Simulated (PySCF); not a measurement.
# H3SSi (SMILES [SiH2]S) at 3 levels

Wanted: a comparison of 3 runs (UBHLYP/def2-TZVP, UBLYP/def2-TZVP, UM06-L/def2-TZVP) of H3SSi. 

Program for the calculation: PySCF 2.14.0.

## (1) The structure to begin with

H3SSi: 5 atoms, total charge 0, spin state doublet. As SMILES, `[SiH2]S`. The shape is that of a PBE0-D4/def2-TZVP optimisation.

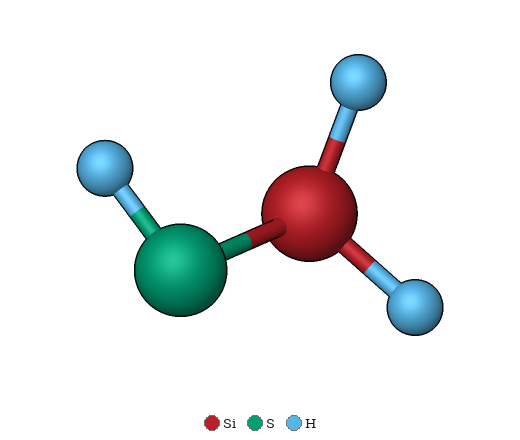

Viewed from a chosen angle; silicon red, sulfur teal, hydrogen blue.

## (2) A single-point energy at UBHLYP/def2-TZVP (run 1)

File mol.xyz:

```xyz
5

Si    -0.096300    -0.694000    -0.309300
S      0.273100     1.406000    -0.294500
H     -0.094500    -1.256800     1.073000
H     -1.440300    -0.843200    -0.929900
H      1.407800     1.314300     0.419300
```

File input.py:

```python
from pyscf import gto, dft

mol = gto.Mole()
mol.atom = 'mol.xyz'
mol.spin = 1
mol.verbose = 3
mol.charge = 0
mol.max_memory = 1860
mol.basis = 'def2-tzvp'
mol.build()

mf = dft.UKS(mol, xc='bhandhlyp')
mf.grids.level = 5
mf.conv_tol = 1e-10
mf.kernel()
if not mf.converged:
    mf = mf.newton().run(mf.mo_coeff, mf.mo_occ)

e_final = mf.e_tot
print('E(%s) = %.9f' % ('BHLYP', e_final))
```

The run is started by

```console
$ OMP_NUM_THREADS=1 python input.py
```

What it wrote:

```text
WARN: HOMO -0.156038832870195 >= LUMO -0.156038832870198

converged SCF energy = -689.477542779858  <S^2> = 0.7541546  2S+1 = 2.0041503
E(BHLYP) = -689.477542780
```

Wall time 24 s (1 thread of Intel Xeon Platinum 8259CL at 2.50GHz (Skylake/Cascade Lake), shared host); peak memory 0.46 GiB.

## (3) A single-point energy at UBLYP/def2-TZVP (run 2)

File run.py:

```python
# [SiH2]S
from pyscf import gto, dft

mol = gto.M(
    atom='''
Si  -0.096300  -0.694000  -0.309300
S    0.273100   1.406000  -0.294500
H   -0.094500  -1.256800   1.073000
H   -1.440300  -0.843200  -0.929900
H    1.407800   1.314300   0.419300
''',
    verbose=3,
    spin=1,
    basis='def2-tzvp',
    max_memory=1860,
)

mf = dft.UKS(mol)
mf.xc = 'blyp'
mf.grids.level = 5
mf.conv_tol = 1e-10
mf.kernel()
if not mf.converged:
    mf = mf.newton().run(mf.mo_coeff, mf.mo_occ)

etot = mf.e_tot
print('E(%s) = %.9f' % ('BLYP', etot))
```

The run is started by

```console
$ OMP_NUM_THREADS=1 python run.py
```

What it wrote:

```text
WARN: HOMO -0.167973786652272 >= LUMO -0.167973786652279

converged SCF energy = -689.472211618148  <S^2> = 0.75191887  2S+1 = 2.0019179
E(BLYP) = -689.472211618
```

Run time: 21 s. Hardware: 1 thread of Intel Xeon Platinum 8259CL at 2.50GHz (Skylake/Cascade Lake), shared host; peak memory 0.46 GiB.

## (4) The energy at UM06-L/def2-TZVP (run 3)

File input.py:

```python
from pyscf import gto, dft

system = gto.M(
    atom='''
Si    -0.096300    -0.694000    -0.309300
S      0.273100     1.406000    -0.294500
H     -0.094500    -1.256800     1.073000
H     -1.440300    -0.843200    -0.929900
H      1.407800     1.314300     0.419300
''',
    spin=1,
    verbose=4,
    basis='def2-tzvp',
    max_memory=1860,
)

ks = dft.UKS(system, xc='m06-l')
ks.grids.level = 5
ks.conv_tol = 1e-10
ks.kernel()
if not ks.converged:
    ks = ks.newton().run(ks.mo_coeff, ks.mo_occ)

energy = ks.e_tot
print('E(%s) = %.9f' % ('M06-L', energy))
```

The run is started by

```console
$ OMP_NUM_THREADS=1 python input.py
```

What it wrote:

```text
PySCF version 2.14.0

[... 54 lines left out ...]
WARN: HOMO -0.177420804485543 >= LUMO -0.177420804485539
[... 50 lines left out ...]
converged SCF energy = -689.473256582948  <S^2> = 0.75359931  2S+1 = 2.0035961
E(M06-L) = -689.473256583
```

It took 46 s on 1 thread of Intel Xeon Platinum 8259CL at 2.50GHz (Skylake/Cascade Lake), shared host; peak memory 0.51 GiB.

## (5) All runs side by side

| run | level | energy (Eh) | dipole moment (D) | HOMO energy (eV) | LUMO energy (eV) | wall time |
| --- | --- | --- | --- | --- | --- | --- |
| 1 | UBHLYP/def2-TZVP | -689.477543 | 0.98 | -6.96 | -1.77 | 24 s |
| 2 | UBLYP/def2-TZVP | -689.472212 | 0.82 | -4.71 | -3.45 | 21 s |
| 3 | UM06-L/def2-TZVP | -689.473257 | 0.89 | -5.02 | -3.33 | 46 s |

## (6) Summary of results

| quantity | value |
| --- | --- |
| run 3: total energy | -689.47326 Eh |
| run 3: dipole moment | 0.89 D |
| run 3: HOMO energy (highest over α and β) | -5.02 eV |
| run 3: LUMO energy (lowest over α and β) | -3.33 eV |
| run 3: ⟨S²⟩ | 0.754 |

What this shows: The dipole moment runs from 0.82 D (UBLYP/def2-TZVP) to 0.98 D (UBHLYP/def2-TZVP). Totals of different functionals can't be ranked against each other. All runs together took 91 s, the longest 46 s.
